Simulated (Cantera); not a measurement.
A closed system holds: 1 mol Si3N4, 0.049 mol CO2, 240 mol H2, 0.00064 mol H2O, equilibrated at 360000 Pa.

Method: chemical equilibrium by Gibbs-energy minimisation in Cantera with the NASA 1993 tables (ideal gas, pure condensed phases). Candidate condensed phases: C, C6H6, C7H8, C8H18, H2O, Si, SiC, SiO2, Si2N2O, Si3N4; 151 gas species. Mutual solubility and eutectic melting of coexisting phases are not modelled. Gases not in the tables: Si2H6 and higher silanes. The numbers say what is thermodynamically allowed, not how fast it happens.

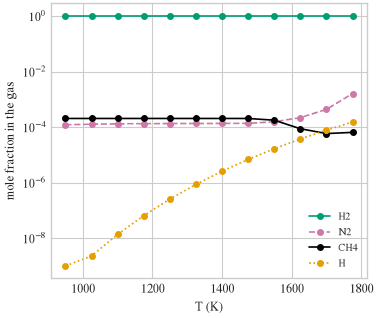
Equilibrium gas composition (values under 1e-9 drawn at 1e-9)

Q: Read off the mole fractions at 1550 K.

A: H2 about 1.00, CH4 about 0.00018, N2 about 0.00016, H about 1.7e-5.
